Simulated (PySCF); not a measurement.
SMILES I[B]I, doublet at its PBE0/def2-SVP optimised geometry (Å):

```
3

I     -1.6967     0.8225     0.0000
B     -0.3987    -0.8225     0.0000
I      1.6967    -0.8225     0.0000
```

Calculation: unrestricted PBE0/def2-TZVP, def2 effective core potentials past Kr (PySCF). The core electrons that the potentials of I replace are not part of the density.

Map of the spin density (e/bohr³) on the plane z = 0.6 Å:

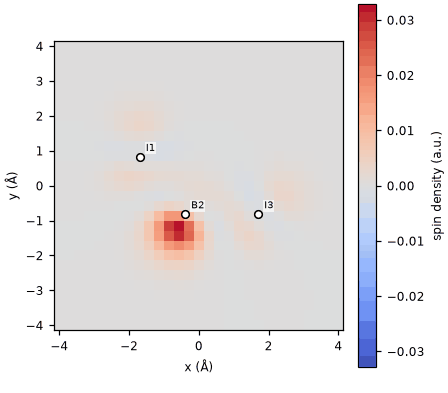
Fig. 1. Spin density (e/bohr³) on the plane z = 0.6 Å.
